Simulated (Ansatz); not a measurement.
SO (charge +1): geometry relaxation

The run: geometry relaxation of SO (sulfur oxide), charge +1, multiplicity 2. Method and program: MP2/aug-cc-pVDZ, UHF (Ansatz 0.2.0).

The starting geometry was optimised with MP2/aug-cc-pVDZ.

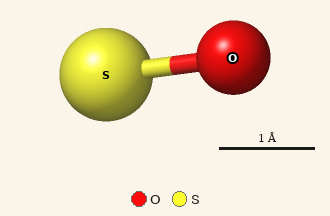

Figure 1. The starting structure (ball-and-stick view, seen at a tilt).

## The input
```yaml
crystal:
  periodic: [false, false, false]
  atoms:
    - {symbol: O, position_ang: [0.000000, 0.000000, -0.029891]}
    - {symbol: S, position_ang: [-0.000000, -0.000000, 1.510978]}
basis:
  gaussian: {orbitals: aug-cc-pVDZ}
relax: {}
magnetization: {spin_polarized: true, initial_magnetization: 1}
correlation: {method: mp2}
total_charge: 1
```

Launch command:
```bash
ansatz run run.yaml --threads 1 --pin off --max-ram 3480MiB --events-out events.jsonl --progress --plain --runs-dir runs
```

## Output
```
The last accepted step is kept in runs//last_step.txt (removed where the run ends without a failure and the disk answers)
Functional definition: HF
  name "HF"
  exchange = exact_x
  correlation = 0
these checks for a lower state are left out or cut short: cluster_reference
529 factors; integrals over basis functions are off by at most 4.0e-4 eV
mean field evaluation 1: about -12832.8729 eV, gradient 4.8e1 eV
mean field evaluation 2: about -12832.8735 eV, gradient 4.8e1 eV
mean field evaluation 4: about -12842.4589 eV, gradient 3.5e0 eV
mean field evaluation 8: about -12842.5816 eV, gradient 3.0e-1 eV
mean field evaluation 16: about -12843.3054 eV, gradient 3.3e-4 eV
mean field evaluation 32: about -12841.9069 eV, gradient 1.5e1 eV
mean field evaluation 64: about -12834.4809 eV, gradient 2.7e1 eV
mean field evaluation 96: about -12843.4805 eV, gradient 7.2e-1 eV
mean field evaluation 128: about -12843.4550 eV, gradient 1.3e0 eV
mean field evaluation 160: about -12842.5804 eV, gradient 5.0e-5 eV
mean field -12843.49557226 eV, -471.9897566466 hartree, gradient 2.5e-6 eV, S^2 1.452969; 15 other end points of the search recorded, 0 dependent functions left out
6 core orbitals not correlated: weight in the atoms' cores, before any rotation towards them, 1.000 or more for the frozen orbitals, at most 0.000 for the correlated occupied ones
reference -12843.49557226 eV, -471.9897566466 hartree; 6, 5 occupied and 38, 39 virtual orbitals, 529 factors
second order -7.03351030 eV of doubles, -0.00000000 eV of singles
the calculation of the forces begins
relax step   1: F+E_penalty+E_count = -12850.52908256 eV  Δ(F+E_penalty+E_count) = +0.000e0 eV  max|allowed force component| = 3.812e0 eV/Å  Δτ_max = 0.0000 Å  (587 SCF iters, accepted)
these checks for a lower state are left out or cut short: starts, cluster_reference, orbital_swaps, neighbouring_geometries, increment
529 factors; integrals over basis functions are off by at most 3.8e-4 eV
mean field -12843.53257919 eV, -471.9911166262 hartree, gradient 1.6e-6 eV, S^2 1.387034; 0 other end points of the search recorded, 0 dependent functions left out
[... from here on the field's lines of each further geometry are left out, up to the last ...]
relax step   2: F+E_penalty+E_count = -12850.66458499 eV  Δ(F+E_penalty+E_count) = -1.355e-1 eV  max|allowed force component| = 3.573e0 eV/Å  Δτ_max = 0.0184 Å  (37 SCF iters, accepted)
relax step   3: F+E_penalty+E_count = -12843.06178790 eV  Δ(F+E_penalty+E_count) = +7.603e0 eV  max|allowed force component| = 7.257e1 eV/Å  Δτ_max = 0.1954 Å  (43 SCF iters, rejected (line search))
relax step   4: F+E_penalty+E_count = -12850.76050897 eV  Δ(F+E_penalty+E_count) = -9.592e-2 eV  max|allowed force component| = 3.477e0 eV/Å  Δτ_max = 0.0136 Å  (36 SCF iters, accepted)
relax step   5: F+E_penalty+E_count = -12850.36466631 eV  Δ(F+E_penalty+E_count) = +3.958e-1 eV  max|allowed force component| = 2.186e1 eV/Å  Δτ_max = 0.0975 Å  (57 SCF iters, rejected (line search))
relax step   6: F+E_penalty+E_count = -12850.87548889 eV  Δ(F+E_penalty+E_count) = -1.150e-1 eV  max|allowed force component| = 3.555e0 eV/Å  Δτ_max = 0.0165 Å  (38 SCF iters, accepted)
relax step   7: F+E_penalty+E_count = -12851.36920474 eV  Δ(F+E_penalty+E_count) = -4.937e-1 eV  max|allowed force component| = 5.225e0 eV/Å  Δτ_max = 0.0487 Å  (80 SCF iters, accepted)
relax step   8: F+E_penalty+E_count = -12851.33141829 eV  Δ(F+E_penalty+E_count) = +3.779e-2 eV  max|allowed force component| = 3.980e0 eV/Å  Δτ_max = 0.0188 Å  (54 SCF iters, rejected (line search))
relax step   9: F+E_penalty+E_count = -12851.39059208 eV  Δ(F+E_penalty+E_count) = -2.139e-2 eV  max|allowed force component| = 1.656e0 eV/Å  Δτ_max = 0.0090 Å  (61 SCF iters, accepted)
relax step  10: F+E_penalty+E_count = -12851.39625323 eV  Δ(F+E_penalty+E_count) = -5.661e-3 eV  max|allowed force component| = 2.439e-1 eV/Å  Δτ_max = 0.0028 Å  (46 SCF iters, accepted)
relax step  11: F+E_penalty+E_count = -12851.39631545 eV  Δ(F+E_penalty+E_count) = -6.222e-5 eV  max|allowed force component| = 1.469e-1 eV/Å  Δτ_max = 0.0006 Å  (41 SCF iters, accepted)
6 core orbitals not correlated: weight in the atoms' cores, before any rotation towards them, 1.000 or more for the frozen orbitals, at most 0.000 for the correlated occupied ones
reference -12843.16369039 eV, -471.9775602130 hartree; 6, 5 occupied and 38, 39 virtual orbitals, 529 factors
second order -8.23266140 eV of doubles, -0.00000000 eV of singles
the calculation of the forces begins
relax step  12: F+E_penalty+E_count = -12851.39635180 eV  Δ(F+E_penalty+E_count) = -3.635e-5 eV  max|allowed force component| = 3.697e-3 eV/Å  Δτ_max = 0.0002 Å  (40 SCF iters, accepted)
these checks for a lower state are left out or cut short: cluster_reference
529 factors; integrals over basis functions are off by at most 3.7e-4 eV
mean field evaluation 320: about -12843.1635 eV, gradient 1.5e-1 eV
mean field evaluation 352: about -12843.1625 eV, gradient 5.0e-1 eV
mean field evaluation 384: about -12843.1581 eV, gradient 2.4e-1 eV
```

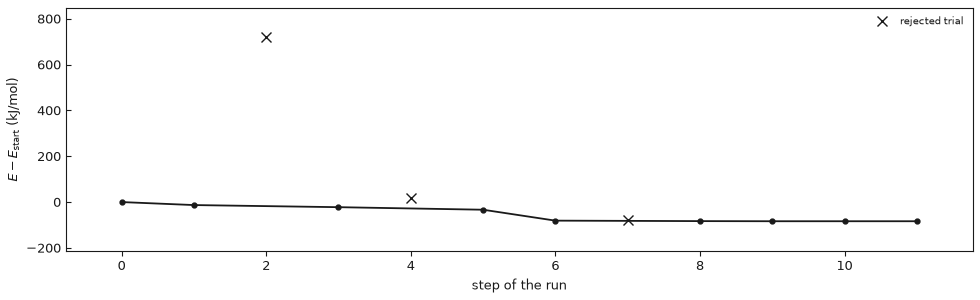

Figure 2. Progress of the relaxation, step by step (the first geometry is step 0 here and step 1 in the log).

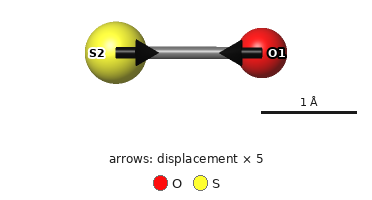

Figure 3. The starting structure with the displacements as black arrows, magnified 5 times (ball-and-stick view, seen at a tilt). The two geometries are laid on each other by the best rigid fit. The energy falls by 83.7 kJ/mol in 11 geometry steps. Largest force component: 3.8 eV/Å at the start, 0.0037 eV/Å at the end. The line search rejected the trial steps at points 2, 4, 7 (counted from 0) and went back. The largest moves after the best rigid fit, 0.091 Å, are those of O1 and S2. Largest moves by element: O 0.091 Å, S 0.091 Å. Distances before and after: O1–S2 1.541 → 1.358 Å. (Atoms are counted from 1 in the order of the input.)

```
mean field -12843.16369039 eV, -471.9775602130 hartree, gradient 1.1e-6 eV, S^2 0.832135; 9 other end points of the search recorded, 0 dependent functions left out
6 core orbitals not correlated: weight in the atoms' cores, before any rotation towards them, 1.000 or more for the frozen orbitals, at most 0.000 for the correlated occupied ones
reference -12843.16369039 eV, -471.9775602130 hartree; 6, 5 occupied and 38, 39 virtual orbitals, 529 factors
second order -8.23266140 eV of doubles, -0.00000000 eV of singles
the calculation of the forces begins
Total energy: -12851.39635180 eV, -472.2801049392 hartree
Atom 0 at    -0.000000     0.000000     0.061563 Å, force    -0.000000     0.000000     0.003697 eV/Å
Atom 1 at     0.000000    -0.000000     1.419524 Å, force     0.000000    -0.000000    -0.003697 eV/Å
Dipole moment:     0.000000     0.000000     0.742215 e Å
Checks for a lower state left out: cluster_reference
```

## Trajectory as extended XYZ (Å, eV, eV/Å), 12 frames, from step=1 to step=12
```
2
Properties=species:S:1:pos:R:3:forces:R:3 step=1 energy=-12850.52908
O     0.0000    0.0000   -0.0299    0.0000   0.0000   3.8116
S     0.0000    0.0000    1.5110    0.0000   0.0000  -3.8116
2
Properties=species:S:1:pos:R:3:forces:R:3 step=2 energy=-12850.66459
O     0.0000    0.0000   -0.0115    0.0000   0.0000   3.5729
S     0.0000    0.0000    1.4926    0.0000   0.0000  -3.5729
2
Properties=species:S:1:pos:R:3:forces:R:3 step=3 energy=-12843.06179 accepted=F
O     0.0000    0.0000    0.1839    0.0000   0.0000 -72.5656
S     0.0000    0.0000    1.2972    0.0000   0.0000  72.5656
2
Properties=species:S:1:pos:R:3:forces:R:3 step=4 energy=-12850.76051
O     0.0000    0.0000    0.0021    0.0000   0.0000   3.4766
S     0.0000    0.0000    1.4790    0.0000   0.0000  -3.4766
2
Properties=species:S:1:pos:R:3:forces:R:3 step=5 energy=-12850.36467 accepted=F
O     0.0000    0.0000    0.0996    0.0000   0.0000 -21.8603
S     0.0000    0.0000    1.3815    0.0000   0.0000  21.8603
2
Properties=species:S:1:pos:R:3:forces:R:3 step=6 energy=-12850.87549
O     0.0000    0.0000    0.0186    0.0000   0.0000   3.5546
S     0.0000    0.0000    1.4625    0.0000   0.0000  -3.5546
2
Properties=species:S:1:pos:R:3:forces:R:3 step=7 energy=-12851.36921
O     0.0000    0.0000    0.0673    0.0000   0.0000  -5.2248
S     0.0000    0.0000    1.4137    0.0000   0.0000   5.2248
2
Properties=species:S:1:pos:R:3:forces:R:3 step=8 energy=-12851.33142 accepted=F
O     0.0000    0.0000    0.0486    0.0000   0.0000   3.9804
S     0.0000    0.0000    1.4325    0.0000   0.0000  -3.9804
2
Properties=species:S:1:pos:R:3:forces:R:3 step=9 energy=-12851.39059
O     0.0000    0.0000    0.0583    0.0000   0.0000   1.6562
S     0.0000    0.0000    1.4228    0.0000   0.0000  -1.6562
2
Properties=species:S:1:pos:R:3:forces:R:3 step=10 energy=-12851.39625
O     0.0000    0.0000    0.0612    0.0000   0.0000   0.2439
S     0.0000    0.0000    1.4199    0.0000   0.0000  -0.2439
2
Properties=species:S:1:pos:R:3:forces:R:3 step=11 energy=-12851.39631
O     0.0000    0.0000    0.0618    0.0000   0.0000  -0.1469
S     0.0000    0.0000    1.4193    0.0000   0.0000   0.1469
2
Properties=species:S:1:pos:R:3:forces:R:3 step=12 energy=-12851.39635
O     0.0000    0.0000    0.0616    0.0000   0.0000   0.0037
S     0.0000    0.0000    1.4195    0.0000   0.0000  -0.0037
```

## Results in brief

| quantity | value |
| --- | --- |
| outcome | converged |
| total energy | −472.280105 hartree |
| SCF energy | −471.977560 hartree |
| MP2 energy | −472.280105 hartree |
| correlation energy | −0.302545 hartree |
| basis functions | 50 |
| largest force | 0.004 eV/Å |
| ⟨S²⟩ | 0.832 |
| SCF solution under orbital rotations | stable |
| hardware | 1 thread of Arm Neoverse V1, 24 GiB of memory available, shared host |
| wall time | 15 s |
| peak memory | 0.11 GiB |

## Notes

⟨S²⟩ is 0.83 against 0.75 for a pure state: the solution is spin-contaminated.
